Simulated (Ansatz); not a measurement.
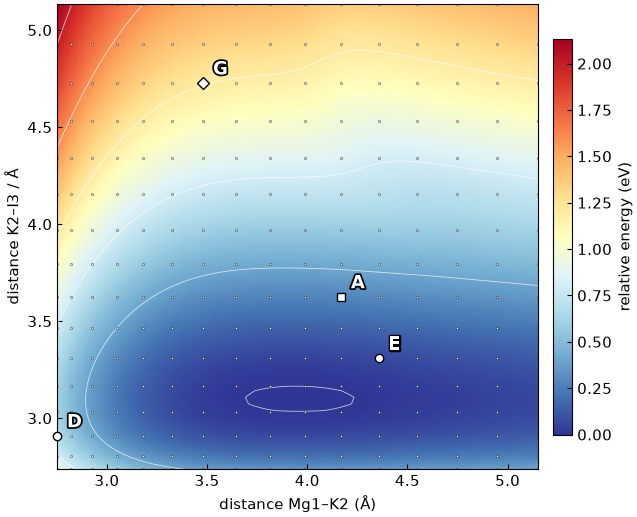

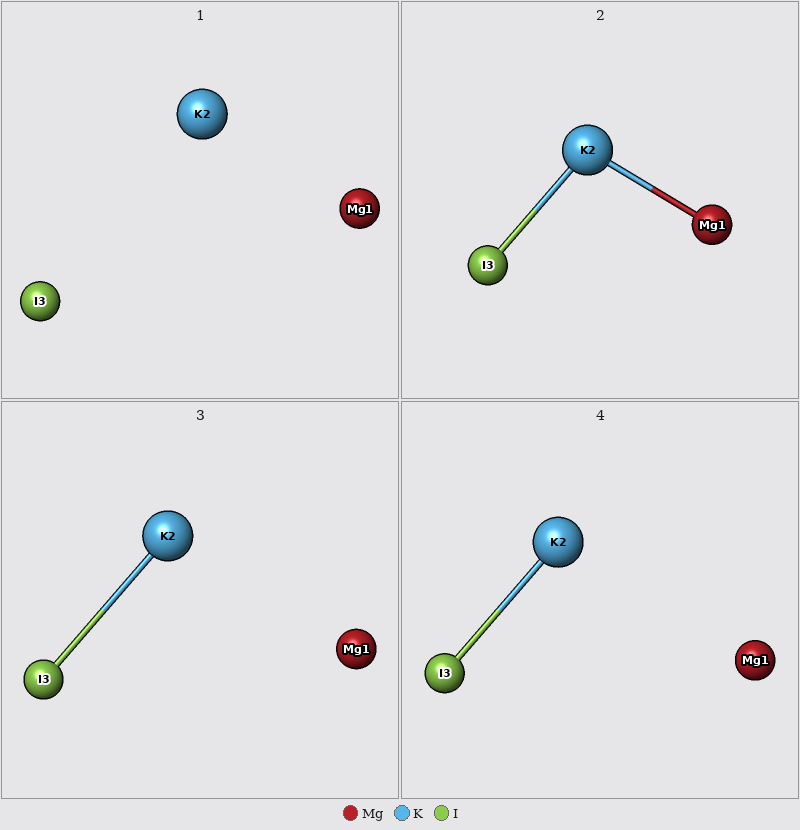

The system Mg + KI. The first coordinate is: distance Mg1–K2; the second: distance K2–I3. Nothing is relaxed (the angle Mg1–K2–I3 is fixed at 100 degrees). The grid has 16 × 16 points. Points are written as (first, second). All energies are given in eV relative to the lowest grid point. Computed with Ansatz, RKS PBE0-D4/def2-SVPD.

In the figure: a smooth colour map with a few white contour lines, dots at the grid points, lettered points. Between grid points the surface is interpolated. The numbered pictures are the structures at these points, in random order.

**Which structure belongs to which point?**

A is structure 3: (4.169 Å, 3.627 Å), 0.28 eV; D is structure 2: (2.752 Å, 2.911 Å), 0.68 eV; E is structure 4: (4.356 Å, 3.311 Å), 0.07 eV; G is structure 1: (3.481 Å, 4.729 Å), 1.21 eV.
